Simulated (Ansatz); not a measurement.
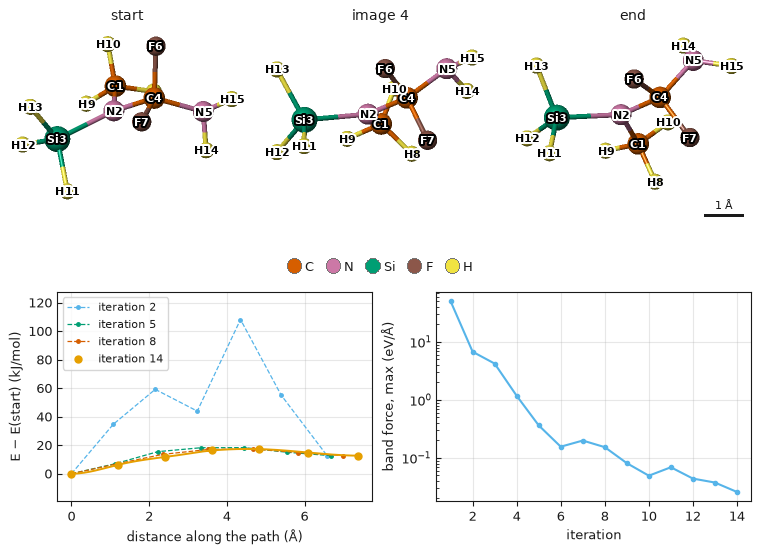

NEB run on C2H8F2N2Si. Images are numbered from 0 (start) to 6 (end). The plot follows the band through its iterations. A ball-and-stick model, seen from a free direction.

Method: Ansatz, RKS PBE/def2-SVP. Settings: 5 movable images; climbing image; force threshold 0.03 eV/Å; iteration limit 60; starting path through a guess of the saddle point.

### How did the profile develop, and is the result final?

The result is final at these settings. The band converged in 14 iterations. The largest component of the band force went from 50 to 0.026 eV/Å. The climbing image converged on the top of the path. Its vibrational analysis gives one imaginary mode (34i cm⁻¹), as a transition state must have. The first iteration put the highest image at 843.6 kJ/mol. Forward barrier 17.3 kJ/mol, backward barrier 4.6 kJ/mol, with image 4 at the top; the reaction energy is +12.7 kJ/mol.
